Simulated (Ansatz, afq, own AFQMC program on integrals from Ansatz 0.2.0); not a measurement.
# GaH3Se (triplet): AFQMC on the coupled-cluster ladder, cc-pVDZ, part 2 of 2

Ansatz 0.2.0, Gaussian basis, and an in-house AFQMC program (afq) on its integrals; all values are calculated; cc-pVDZ, frozen cores.

## (12) Free-projection AFQMC, CISD trial on ROHF

It reads the integrals that the CCSD(T) run on this determinant wrote.

On the command line:

```console
$ afq ham --method free --trial cisd --walkers 60 --time-step 0.03 --max-blocks 80 --target-error 0.00042 --factor-cut 1e-05 --seed 7244 --times 0,0.21,0.42,0.81,1.2,1.8,2.4,3 --taylor-order 8
```

Output:

```text
orbitals 41  electrons 7 5  factors 346 of 776
reference energy -4324.64527020 Eh
CCSD correlation -0.21063700 Eh in 12 cycles, weight of the determinant in the CISD state 0.8775
repeat  energy at the last time / Eh  error
    10  -4324.860951  0.000442
    20  -4324.860972  0.000350
    30  -4324.861559  0.000389
time / (1/Eh)  energy / Eh  error  mean overlap
  0.00  -4324.855953  0.000200  1.1394
  0.21  -4324.858299  0.000242  1.1339
  0.42  -4324.859752  0.000283  1.1249
  0.81  -4324.860807  0.000299  1.1249
  1.20  -4324.862023  0.000304  1.0885
  1.80  -4324.862388  0.000432  1.0813
  2.40  -4324.862008  0.000400  1.0760
  3.00  -4324.861605  0.000378  1.0898
energy -4324.861605 +/- 0.000378 Eh
```

Wall time 2.9 min (1 thread of AMD EPYC 7R13 (Zen 3), shared host); peak memory 0.31 GiB.

Energy -117685.4796 ± 0.0103 eV. Caveats: remainder of the start not in the error.

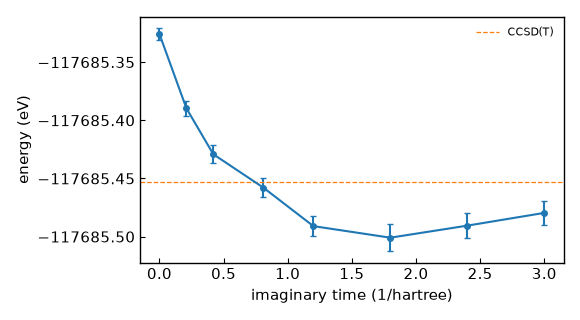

Energy against projection time, with error bars.

## (13) CCSD(T) on UHF

Input file in.yaml:

```yaml
crystal:
  periodic: [false, false, false]
  atoms:
    - {symbol: Ga, position_ang: [0.000000, 0.014525, 1.215481]}
    - {symbol: Se, position_ang: [0.000000, -0.031319, -1.106577]}
    - {symbol: H, position_ang: [0.000000, 1.401501, 1.930026]}
    - {symbol: H, position_ang: [0.000000, -1.384649, 1.905951]}
    - {symbol: H, position_ang: [0.000000, 1.431877, -1.228347]}
basis:
  gaussian: {orbitals: cc-pVDZ}
magnetization: {spin_polarized: true, initial_magnetization: 2}
correlation: {method: ccsd_t, electrons: outside_noble_gas, hamiltonian_folder: ham}
```

On the command line:

```console
$ ansatz run in.yaml --threads 1 --pin off --events-out ev --progress --plain --max-ram 1843MiB
```

Output, cut to the lines that bear on the results:

```text
Functional definition: HF
  name "HF"
  cite "Fock, Z. Phys. 61, 126 (1930) doi:10.1007/BF01340294"
  parent pbe
[...]
776 factors; integrals over basis functions are off by at most 1.3e-3 eV
[...]
mean field -117679.79125002 eV, -4324.6525622107 hartree, gradient 1.0e-5 eV, S^2 2.029186; 12 other end points of the search recorded, 0 dependent functions left out
determinant -117679.79125002 eV, -4324.6525622107 hartree, with singles and doubles -117685.33460948 eV, -4324.8562769135 hartree
determinant -117678.61164238 eV, -4324.6092124297 hartree, with singles and doubles -117684.38837244 eV, -4324.8215033436 hartree
determinant -117678.53412649 eV, -4324.6063637734 hartree, with singles and doubles -117684.01123989 eV, -4324.8076439779 hartree
determinant -117677.98512916 eV, -4324.5861884935 hartree, with singles and doubles -117683.86051558 eV, -4324.8021049618 hartree
determinant -117677.81506919 eV, -4324.5799389047 hartree, with singles and doubles -117683.55528699 eV, -4324.7908880182 hartree
determinant -117677.21002010 eV, -4324.5577037607 hartree, with singles and doubles -117682.82451038 eV, -4324.7640324731 hartree
28 core orbitals not correlated: weight in the atoms' cores, before any rotation towards them, 0.982 or more for the frozen orbitals, at most 0.017 for the correlated occupied ones
reference -117679.79125002 eV, -4324.6525622107 hartree; 7, 5 occupied and 34, 36 virtual orbitals, 776 factors
second order -4.52145730 eV of doubles, -0.00000000 eV of singles
cycle   1  -5.54346564 eV  change   -1.1e-4 eV  update   6.0e-4
[...]
cycle   7  -5.54360516 eV  change    3.7e-6 eV  update   3.7e-6
perturbative correction -0.12421259 eV, -0.0045647284 hartree
Total energy: -117685.45906777 eV, -4324.8608506713 hartree
```

It took 55 s on 1 thread of AMD EPYC 7R13 (Zen 3), shared host; peak memory 0.31 GiB.

From the report: ⟨S²⟩ of the determinant 2.029 (pure triplet: 2.00); correlation -5.6678 eV; T1 0.012; largest double amplitude 0.04.

This run also writes the integrals to the folder ham.

## (14) CCSDT(Q) on UHF

in.yaml, as its differences from that of step 13:

```diff
@@ -11,2 +11,2 @@
 magnetization: {spin_polarized: true, initial_magnetization: 2}
-correlation: {method: ccsd_t, electrons: outside_noble_gas, hamiltonian_folder: ham}
+correlation: {method: ccsdt_q, electrons: outside_noble_gas}
```

Same command.

Output, cut to the lines that bear on the results:

```text
Functional definition: HF
  name "HF"
  cite "Fock, Z. Phys. 61, 126 (1930) doi:10.1007/BF01340294"
  parent pbe
[...]
1399 factors; integrals over basis functions are off by at most 1.8e-7 eV
[...]
mean field -117679.79149338 eV, -4324.6525711540 hartree, gradient 6.2e-6 eV, S^2 2.029187; 12 other end points of the search recorded, 0 dependent functions left out
determinant -117679.79149338 eV, -4324.6525711540 hartree, with singles and doubles -117685.33486463 eV, -4324.8562862902 hartree
determinant -117678.61187930 eV, -4324.6092211363 hartree, with singles and doubles -117684.38861723 eV, -4324.8215123394 hartree
determinant -117678.53438365 eV, -4324.6063732236 hartree, with singles and doubles -117684.01150937 eV, -4324.8076538812 hartree
determinant -117677.98537072 eV, -4324.5861973708 hartree, with singles and doubles -117683.86075742 eV, -4324.8021138494 hartree
determinant -117677.81530306 eV, -4324.5799474995 hartree, with singles and doubles -117683.55558403 eV, -4324.7908989342 hartree
determinant -117677.21027010 eV, -4324.5577129481 hartree, with singles and doubles -117682.82476882 eV, -4324.7640419705 hartree
28 core orbitals not correlated: weight in the atoms' cores, before any rotation towards them, 0.982 or more for the frozen orbitals, at most 0.017 for the correlated occupied ones
reference -117679.79149338 eV, -4324.6525711540 hartree; 7, 5 occupied and 34, 36 virtual orbitals, 1399 factors
second order -4.52149479 eV of doubles, -0.00000000 eV of singles
cycle   1  -5.25432378 eV  change   -7.3e-1 eV  update   7.2e-2
[...]
cycle  21  -5.69505031 eV  change    6.0e-7 eV  update   1.0e-6
perturbative correction -0.00665860 eV, -0.0002446989 hartree
Total energy: -117685.49320228 eV, -4324.8621050914 hartree
```

Run time: 1.9 min. Hardware: 1 thread of AMD EPYC 7R13 (Zen 3), shared host; peak memory 0.55 GiB.

From the report: ⟨S²⟩ of the determinant 2.029 (pure triplet: 2.00); correlation -5.7017 eV; T1 0.012; largest double amplitude 0.05.

## (15) CCSD(T) on UHF

in.yaml, as its differences from that of step 14:

```diff
@@ -9,4 +9,4 @@
 basis:
-  gaussian: {orbitals: cc-pVDZ}
+  gaussian: {orbitals: def2-TZVPP}
 magnetization: {spin_polarized: true, initial_magnetization: 2}
-correlation: {method: ccsdt_q, electrons: outside_noble_gas}
+correlation: {method: ccsd_t, electrons: outside_noble_gas}
```

Launched as before.

Output, cut to the lines that bear on the results:

```text
Functional definition: HF
  name "HF"
  cite "Fock, Z. Phys. 61, 126 (1930) doi:10.1007/BF01340294"
  parent pbe
[...]
868 factors; integrals over basis functions are off by at most 1.1e-3 eV
[...]
mean field -117681.66579858 eV, -4324.7214505999 hartree, gradient 4.4e-6 eV, S^2 2.032572; 13 other end points of the search recorded, 0 dependent functions left out
determinant -117681.66579858 eV, -4324.7214505999 hartree, with singles and doubles -117688.68613707 eV, -4324.9794432807 hartree
determinant -117680.52465485 eV, -4324.6795143413 hartree, with singles and doubles -117687.79802793 eV, -4324.9468058718 hartree
determinant -117680.51821422 eV, -4324.6792776526 hartree, with singles and doubles -117687.55077486 eV, -4324.9377194889 hartree
determinant -117679.87932147 eV, -4324.6557987770 hartree, with singles and doubles -117687.31127534 eV, -4324.9289180440 hartree
determinant -117679.75185073 eV, -4324.6511143138 hartree, with singles and doubles -117687.03538310 eV, -4324.9187791913 hartree
determinant -117679.27974881 eV, -4324.6337648882 hartree, with singles and doubles -117686.45887231 eV, -4324.8975928106 hartree
28 core orbitals not correlated: weight in the atoms' cores, before any rotation towards them, 0.978 or more for the frozen orbitals, at most 0.021 for the correlated occupied ones
reference -117681.66579858 eV, -4324.7214505999 hartree; 7, 5 occupied and 103, 105 virtual orbitals, 868 factors
second order -5.86144547 eV of doubles, -0.00000000 eV of singles
cycle   1  -6.89195867 eV  change   -4.2e-1 eV  update   2.0e-2
[...]
cycle   8  -6.90511621 eV  change   -3.1e-6 eV  update   8.9e-6
perturbative correction -0.23396681 eV, -0.0085981215 hartree
Total energy: -117688.80488160 eV, -4324.9838070618 hartree
```

It took 2.6 min on 1 thread of AMD EPYC 7R13 (Zen 3), shared host; peak memory 0.77 GiB.

From the report: ⟨S²⟩ of the determinant 2.033 (pure triplet: 2.00); correlation -7.1391 eV; T1 0.013; largest double amplitude 0.04.

## (16) Phaseless AFQMC, CISD trial on UHF

It reads the integrals that the CCSD(T) run on this determinant wrote.

On the command line:

```console
$ afq ham --method phaseless --trial cisd --walkers 60 --populations 1 --least-time 40 --time-step 0.005 --steps-per-block 50 --equilibration-blocks 28 --max-blocks 300 --target-error 0.00042 --factor-cut 1e-05 --start spin_pure --seed 8276 --release-times 0.24,0.51,0.99,1.62,2.4 --release-step 0.03 --release-every 4 --taylor-order 6
```

Output:

```text
orbitals 41  electrons 7 5  factors 346 of 776
reference energy -4324.65256221 Eh
CCSD correlation -0.20372340 Eh in 12 cycles, weight of the determinant in the CISD state 0.8811
energy of the start -4324.855475 Eh
 block  time / (1/Eh)  mean weight  energy / Eh
     1     0.250  0.9999  -4324.852523
     2     0.500  0.9999  -4324.853909
     3     0.750  1.0009  -4324.854415
     4     1.000  1.0010  -4324.858301
     5     1.250  0.9994  -4324.861668
     6     1.500  1.0017  -4324.859835
     7     1.750  1.0000  -4324.859713
     8     2.000  1.0000  -4324.860477
     9     2.250  1.0007  -4324.862945
    10     2.500  1.0015  -4324.859866
    13     3.250  0.9979  -4324.859792
    17     4.250  1.0000  -4324.862613
    21     5.250  0.9989  -4324.867633
    25     6.250  0.9994  -4324.859716
    29     7.250  1.0002  -4324.861537
    33     8.250  0.9999  -4324.860729
    37     9.250  1.0007  -4324.863272
    41    10.250  0.9991  -4324.861904
    45    11.250  1.0017  -4324.864291
    49    12.250  1.0008  -4324.861543
    53    13.250  0.9992  -4324.858602
    57    14.250  1.0019  -4324.859152
    61    15.250  1.0001  -4324.862923
    65    16.250  1.0013  -4324.861039
    69    17.250  1.0007  -4324.863240
    73    18.250  1.0000  -4324.862882
    77    19.250  1.0001  -4324.867034
    81    20.250  0.9992  -4324.861238
    85    21.250  1.0000  -4324.859631
    89    22.250  1.0009  -4324.861165
    93    23.250  1.0013  -4324.860133
    97    24.250  1.0006  -4324.863067
   101    25.250  1.0005  -4324.861172
   105    26.250  1.0002  -4324.856835
   109    27.250  1.0012  -4324.864341
   113    28.250  1.0007  -4324.859353
   117    29.250  1.0008  -4324.863877
   121    30.250  0.9986  -4324.863170
   125    31.250  0.9979  -4324.856233
   129    32.250  0.9996  -4324.859563
   133    33.250  0.9981  -4324.858866
   137    34.250  1.0004  -4324.859524
   141    35.250  1.0001  -4324.860275
   145    36.250  1.0007  -4324.865884
   149    37.250  0.9994  -4324.859559
   153    38.250  0.9996  -4324.865371
   157    39.250  1.0007  -4324.862422
   161    40.250  1.0012  -4324.861568
   165    41.250  0.9983  -4324.856008
   169    42.250  0.9998  -4324.857439
   173    43.250  1.0019  -4324.857939
   177    44.250  1.0021  -4324.862441
   181    45.250  0.9923  -4324.861745
   185    46.250  1.0005  -4324.862520
blocks merged  error / Eh  count
     1  0.000201  160
     2  0.000251  80
     4  0.000326  40
     8  0.000399  20
    16  0.000374  10
released: time / (1/Eh)  energy / Eh  error  mean overlap
  0.24  -4324.861835  0.000436  0.9995
  0.51  -4324.862266  0.000426  0.9946
  0.99  -4324.861979  0.000379  0.9988
  1.62  -4324.861932  0.000447  1.0108
  2.40  -4324.862196  0.000527  0.9737
energy -4324.861502 +/- 0.000399 Eh
```

It took 7 min on 1 thread of AMD EPYC 7R13 (Zen 3), shared host; peak memory 0.31 GiB.

Energy -117685.4768 ± 0.0109 eV. Caveats: constraint bias not in the error.

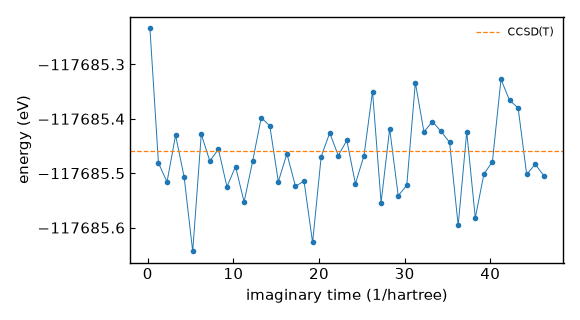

Block energies along the walk.

## (17) Phaseless AFQMC, single-determinant trial on UHF

It reads the integrals that the CCSD(T) run on this determinant wrote.

On the command line:

```console
$ afq ham --method phaseless --trial hf --walkers 120 --populations 1 --least-time 40 --time-step 0.005 --steps-per-block 20 --equilibration-blocks 112 --max-blocks 600 --target-error 0.00126 --factor-cut 1e-05 --start spin_pure --seed 8967 --taylor-order 6
```

Output:

```text
orbitals 41  electrons 7 5  factors 346 of 776
reference energy -4324.65256221 Eh
CCSD correlation -0.20372340 Eh in 12 cycles, weight of the determinant in the CISD state 0.8811
energy of the start -4324.653030 Eh
 block  time / (1/Eh)  mean weight  energy / Eh
     1     0.100  1.0009  -4324.688812
     2     0.200  1.0021  -4324.715723
     3     0.300  1.0001  -4324.741463
     4     0.400  0.9997  -4324.761845
     5     0.500  1.0036  -4324.779780
     6     0.600  1.0019  -4324.796997
     7     0.700  0.9987  -4324.803716
     8     0.800  1.0009  -4324.808476
     9     0.900  1.0007  -4324.812990
    10     1.000  1.0006  -4324.818191
    18     1.800  0.9998  -4324.835515
    35     3.500  0.9998  -4324.859512
    52     5.200  1.0011  -4324.884481
    69     6.900  0.9995  -4324.868483
    86     8.600  1.0015  -4324.888338
   103    10.300  1.0022  -4324.852255
   120    12.000  1.0005  -4324.873087
   137    13.700  1.0001  -4324.893048
   154    15.400  0.9997  -4324.881906
   171    17.100  1.0010  -4324.857915
   188    18.800  0.9997  -4324.853074
   205    20.500  0.9988  -4324.848589
   222    22.200  0.9999  -4324.859374
   239    23.900  0.9997  -4324.857938
   256    25.600  1.0005  -4324.854501
   273    27.300  1.0025  -4324.861648
   290    29.000  1.0000  -4324.845502
   307    30.700  1.0021  -4324.849788
   324    32.400  0.9989  -4324.864535
   341    34.100  0.9993  -4324.858689
   358    35.800  0.9999  -4324.853803
   375    37.500  1.0016  -4324.864780
   392    39.200  0.9997  -4324.857105
   409    40.900  0.9996  -4324.841206
   426    42.600  0.9997  -4324.885535
   443    44.300  0.9998  -4324.851227
   460    46.000  1.0001  -4324.868576
   477    47.700  0.9996  -4324.842833
   494    49.400  0.9996  -4324.863897
   511    51.100  0.9997  -4324.866617
   528    52.800  1.0004  -4324.844589
   545    54.500  0.9996  -4324.868087
   562    56.200  1.0003  -4324.864065
   579    57.900  1.0009  -4324.858948
   596    59.600  0.9998  -4324.873327
   613    61.300  0.9985  -4324.858146
   630    63.000  1.0007  -4324.856741
   647    64.700  1.0003  -4324.874540
   664    66.400  0.9996  -4324.863201
   681    68.100  0.9991  -4324.842648
   698    69.800  1.0004  -4324.858586
blocks merged  error / Eh  count
     1  0.000597  600
     2  0.000804  300
     4  0.001063  150
     8  0.001350  75
    16  0.001540  37
    32  0.001423  18
    64  0.001180  9
energy -4324.862314 +/- 0.001540 Eh
```

It took 5.9 min on 1 thread of AMD EPYC 7R13 (Zen 3), shared host; peak memory 0.31 GiB.

Energy -117685.4989 ± 0.0419 eV. Caveats: constraint bias not in the error.

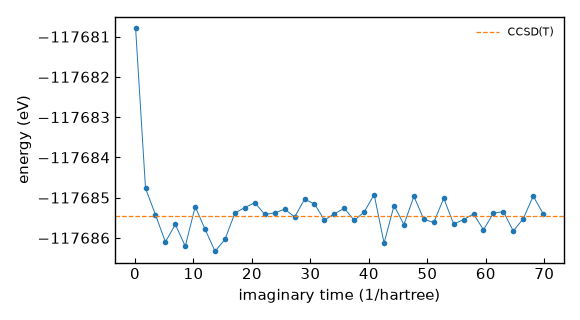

Block energies along the walk.

## (18) Free-projection AFQMC, CISD trial on UHF

It reads the integrals that the CCSD(T) run on this determinant wrote.

On the command line:

```console
$ afq ham --method free --trial cisd --walkers 60 --time-step 0.03 --max-blocks 80 --target-error 0.00042 --factor-cut 1e-05 --seed 7244 --times 0,0.21,0.42,0.81,1.2,1.8,2.4,3 --taylor-order 8
```

Output:

```text
orbitals 41  electrons 7 5  factors 346 of 776
reference energy -4324.65256221 Eh
CCSD correlation -0.20372340 Eh in 12 cycles, weight of the determinant in the CISD state 0.8811
repeat  energy at the last time / Eh  error
    10  -4324.861131  0.000461
    20  -4324.861482  0.000325
    30  -4324.862235  0.000421
time / (1/Eh)  energy / Eh  error  mean overlap
  0.00  -4324.856378  0.000181  1.1347
  0.21  -4324.858536  0.000245  1.1308
  0.42  -4324.859729  0.000251  1.1312
  0.81  -4324.860860  0.000265  1.1335
  1.20  -4324.861853  0.000277  1.1029
  1.80  -4324.862595  0.000415  1.0772
  2.40  -4324.862195  0.000388  1.0779
  3.00  -4324.862314  0.000414  1.0691
energy -4324.862314 +/- 0.000414 Eh
```

Run time: 3.2 min. Hardware: 1 thread of AMD EPYC 7R13 (Zen 3), shared host; peak memory 0.31 GiB.

Energy -117685.4989 ± 0.0113 eV. Caveats: remainder of the start not in the error.

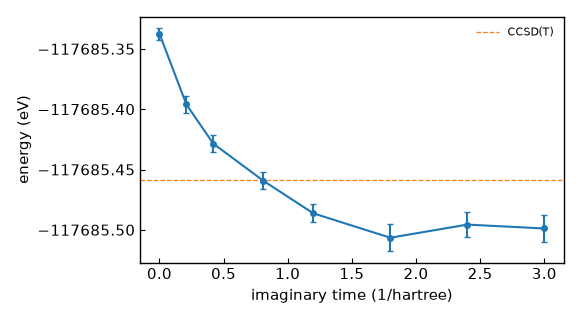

Energy against projection time, with error bars.

## (19) All levels side by side

On the ROHF determinant, counted from CCSD(T) (a yardstick, not exact):

```tsv
level	energy (eV)	from CCSD(T) (kJ/mol)	statistical error (kJ/mol)	time
HF	-117679.5928	+565.4		
MP2	-117684.3216	+109.1		
CCSD	-117685.3246	+12.4		
CCSD(T)	-117685.4526	0.0		
Phaseless AFQMC, single-determinant trial, step 0.005, 120 walkers	-117685.3526	+9.6	5.1	5.7 min
Free-projection AFQMC, CISD trial, step 0.03, 60 walkers	-117685.4796	-2.6	1.0	2.9 min
```

On the UHF determinant, counted from CCSD(T) (a yardstick, not exact):

```tsv
level	energy (eV)	from CCSD(T) (kJ/mol)	statistical error (kJ/mol)	time
HF	-117679.7913	+546.9		
MP2	-117684.3127	+110.6		
CCSD	-117685.3349	+12.0		
CCSD(T)	-117685.4591	0.0		
Phaseless AFQMC, CISD trial, step 0.005, 60 walkers	-117685.4768	-1.7	1.0	7 min
Phaseless AFQMC, single-determinant trial, step 0.005, 120 walkers	-117685.4989	-3.8	4.0	5.9 min
Free-projection AFQMC, CISD trial, step 0.03, 60 walkers	-117685.4989	-3.8	1.1	3.2 min
```

The functionals' totals stand on their own zeros and serve differences with other points: PBE -117753.151 eV; r2SCAN -117770.424 eV; PBE0 -117756.404 eV; B3LYP -117773.414 eV; wB97M-V -117764.174 eV; B2PLYP -117747.755 eV.

## (20) What came out

The summary covers parts 1 to 2.

| quantity | value |
| --- | --- |
| Phaseless AFQMC, single-determinant trial on ROHF from CCSD(T) | +9.6 ± 5.1 kJ/mol |
| Free-projection AFQMC, CISD trial on ROHF from CCSD(T) | -2.6 ± 1.0 kJ/mol |
| Phaseless AFQMC, CISD trial on UHF from CCSD(T) | -1.7 ± 1.0 kJ/mol |
| Phaseless AFQMC, single-determinant trial on UHF from CCSD(T) | -3.8 ± 4.0 kJ/mol |
| Free-projection AFQMC, CISD trial on UHF from CCSD(T) | -3.8 ± 1.1 kJ/mol |

What this shows: Free projection has no constraint; at the last time it gives -2.6 ± 1.0 kJ/mol. On UHF the phaseless walk with the CISD trial lies -1.7 kJ/mol from CCSD(T), within three error bars. Free projection has no constraint; at the last time it gives -3.8 ± 1.1 kJ/mol, and from a start that isn't spin pure other spins can mix in. Error bars are statistical and leave out the constraint, the time step and what remains of the start.
